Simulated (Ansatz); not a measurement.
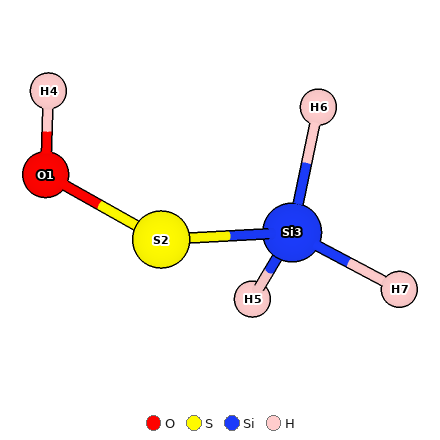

The system is H₄OSSi, SMILES OS[SiH3]; the picture shows the reference structure. The first coordinate is: bond length S2–Si3; the second: bond length Si3–H5. Nothing is relaxed (all other coordinates rigid). The grid has 11 × 11 points. Points are written as (first, second). Energies are in kJ/mol, from the relaxed molecule at the same level. Level of theory: RKS r2SCAN-D4/def2-TZVP (Ansatz).

Its coordinates:

```xyz
7

O    -1.5508   -1.1990   -0.3414
S    -0.0358   -1.3772    0.3949
Si    0.7802    0.5538   -0.0428
H    -2.1548   -0.9146    0.3582
H     0.8489    0.7935   -1.5046
H    -0.0298    1.6280    0.5874
H     2.1421    0.5155    0.5482
```

Range: bond length S2–Si3 from 1.885 to 2.677 Å; bond length Si3–H5 from 1.305 to 1.854 Å.

Question: What landscape does the calculation give?

Answer: The lowest grid point is at (2.122 Å, 1.470 Å), 0.43 kJ/mol from the relaxed molecule at the same level. It is the only kind of minimum in the scanned range. The highest grid point, (2.677 Å, 1.854 Å), lies 172 kJ/mol above the lowest. Round the minimum the two coordinates are nearly uncoupled.

| bond length Si3–H5 ↓, bond length S2–Si3 → | 1.885 | 1.964 | 2.043 | 2.122 | 2.202 | 2.281 | 2.360 | 2.439 | 2.519 | 2.598 | 2.677 |
| --- | --- | --- | --- | --- | --- | --- | --- | --- | --- | --- | --- |
| 1.854 | 136 | 98 | 78 | 71 | 74 | 83 | 97 | 114 | 133 | 152 | 172 |
| 1.799 | 121 | 82 | 62 | 55 | 58 | 67 | 81 | 98 | 117 | 136 | 156 |
| 1.744 | 107 | 68 | 48 | 41 | 43 | 53 | 66 | 83 | 102 | 121 | 141 |
| 1.689 | 94 | 55 | 34 | 27 | 30 | 39 | 53 | 69 | 88 | 107 | 127 |
| 1.634 | 83 | 44 | 23 | 16 | 18 | 27 | 41 | 58 | 76 | 96 | 115 |
| 1.579 | 75 | 35 | 15 | 7 | 9 | 18 | 32 | 48 | 67 | 86 | 106 |
| 1.524 | 70 | 30 | 9 | 2 | 4 | 13 | 26 | 43 | 61 | 80 | 100 |
| 1.470 | 69 | 29 | 8 | 0 | 2 | 11 | 25 | 41 | 60 | 79 | 99 |
| 1.415 | 74 | 34 | 13 | 5 | 7 | 15 | 29 | 45 | 64 | 83 | 103 |
| 1.360 | 86 | 46 | 24 | 16 | 18 | 27 | 40 | 56 | 75 | 94 | 114 |
| 1.305 | 107 | 66 | 44 | 36 | 38 | 47 | 60 | 76 | 95 | 114 | 134 |

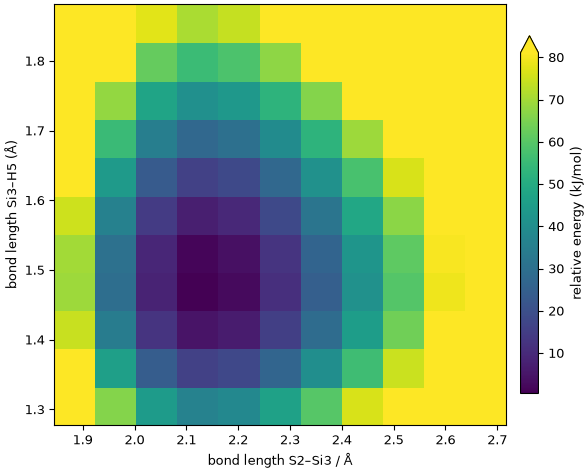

Drawn: one coloured cell a grid point, one colour for all values above the top of the scale.

Each point was launched as `ansatz run input.yaml --threads 1 --pin off --max-ram 2560MiB --backend cpu --events-out ev --progress --plain --runs-dir out`. The whole map (121 points run) took 13 min on 1 thread of Arm Neoverse V1, on a shared host.
